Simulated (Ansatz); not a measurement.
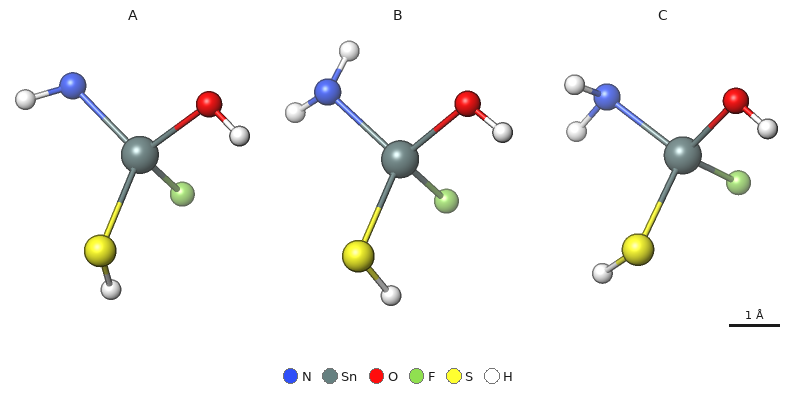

3 geometries from one relaxation of SnNH4SOF (coarse preliminary run), in shuffled order. The picture is a ball-and-stick view, seen at a tilt.

The start comes from a force field.

These are results of RKS PBE-D4/def2-SVP (Ansatz), not measurements. Set-up: force threshold 0.03 eV/Å; at most 200 steps.

Order the frames from highest to lowest energy.

Answer. C, A, B. They are steps 0, 15, 43, at +9.64 kcal/mol, +0.76 kcal/mol relative to the last. The atom that moves furthest after the best rigid fit is an H atom (1.86 Å). By element the largest moves are H 1.86 Å, F 0.66 Å, N 0.47 Å, Sn 0.38 Å, S 0.34 Å, O 0.18 Å. Near-neighbour distances that change, for instance: H–N 1.123 → 1.031 Å, F–Sn 1.896 → 1.973 Å, O–Sn 1.956 → 1.994 Å, H–O 0.939 → 0.977 Å. Bond angles that change, for instance: F–Sn–S 111.3° → 101.6°, O–Sn–S 109.6° → 116.4°, N–Sn–F 109.1° → 115.2°. Groups turn about N–Sn by about 125°, S–Sn by about 70°. Over 36 accepted moves (43 points after the start) the energy falls by 9.64 kcal/mol. The largest force component goes from 2.1 to 0.022 eV/Å. The line search rejected the trial steps at points 8, 12, 20, 22, 26, 30, 33 of the run. The forces were under the threshold at step 38, but the run went on from there. The run took 62 s on 4 threads of Arm Neoverse V1, with other jobs on the host.
